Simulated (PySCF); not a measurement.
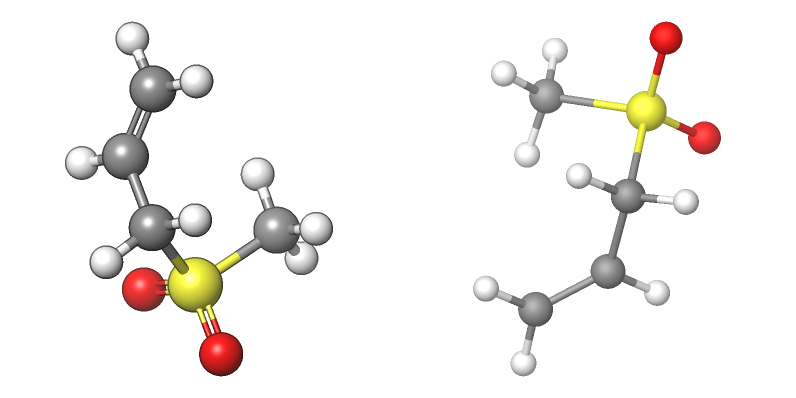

The same structure drawn twice, from different directions. Colours: carbon grey, sulfur yellow, oxygen red, hydrogen white.

The geometry was computed by an optimisation with GFN2-xTB. No frequency run is at hand to confirm it as a minimum.

Describe the molecule.

It has 15 atoms: 4 carbon, 8 hydrogen, 2 oxygen and 1 sulfur (C₄H₈O₂S). Its SMILES string is `C=CCS(C)(=O)=O`. It has no ring. Among its groups: alkene, sulfone. This geometry has C1 symmetry. Coordination: 2 C trigonal planar; 2 C tetrahedral; 1 S tetrahedral.

More results for the same structure follow; atom numbers are the same in all pictures, views and colours differ.

## Excitation

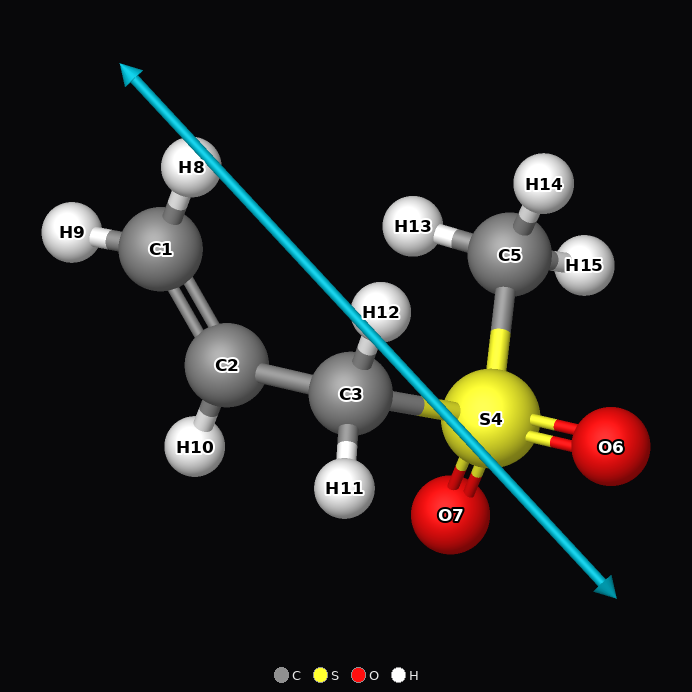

The double arrow shows the direction of the transition dipole to excited singlet state 5 (its length means nothing). No frequency run is at hand to confirm it as a minimum. Properties computed with TDDFT PBE0/def2-SVPD, vertical, gas phase, core orbitals frozen in the response (PySCF 2.14.0).

**Give its energy, strength and character.**

7.57 eV (164 nm), oscillator strength 0.059, of mixed character, with the largest part HOMO−3 → LUMO (weight 0.46); transition dipole 1.44 D.

## Quadrupole coupling

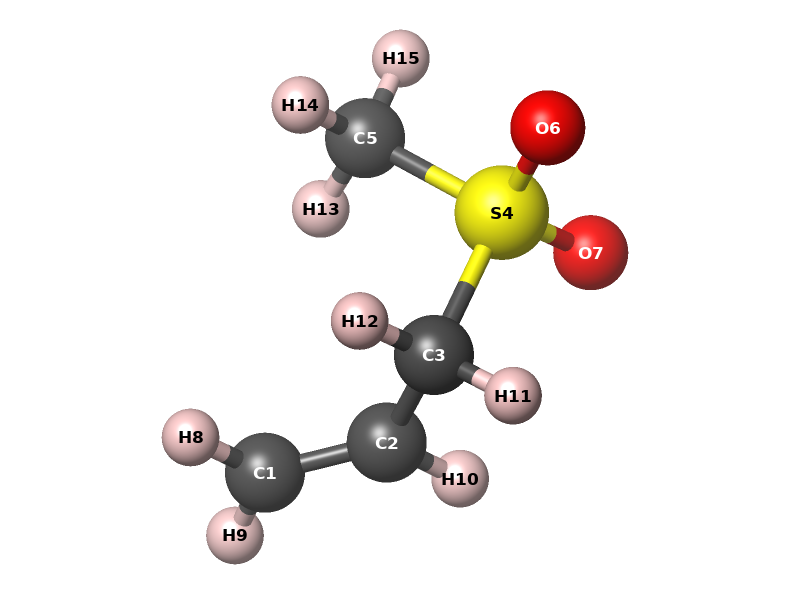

No frequency run is at hand to confirm it as a minimum. Electric field gradients from the ground-state density, PBE0/pcSseg-1 (PySCF 2.14.0), non-relativistic apart from any core potentials.

Give the largest field-gradient component, the quadrupole coupling constant and the asymmetry for 33S at S4 (Q = −67.81 mb), 17O at O6 (Q = −25.6 mb), 17O at O7 (Q = −25.6 mb).

| atom | V_zz (a.u.) | e²qQ/h (MHz) | η |
| --- | --- | --- | --- |
| S4 | −0.175 | 2.79 | 0.38 |
| O6 | 1.338 | −8.05 | 0.06 |
| O7 | 1.328 | −7.99 | 0.07 |

## NMR shielding

The questions are on isotropic NMR shieldings of the H atoms. No frequency run is at hand to confirm it as a minimum. Level of theory: GIAO PBE0/pcSseg-1 NMR shielding, non-relativistic, gas phase (PySCF 2.14.0).

**Which H atom is the most shielded (lowest chemical shift)?**

H14 (29.77 ppm).

**Which H atom is the least shielded (highest chemical shift)?**

H10 (25.26 ppm).

**How wide is the range of H shifts?**

4.51 ppm.

List the isotropic NMR shieldings of the H atoms.

```csv
atom,σ (ppm)
H8,26.16
H9,26.02
H10,25.26
H11,28.01
H12,28.39
H13,28.62
H14,29.77
H15,29.16
```
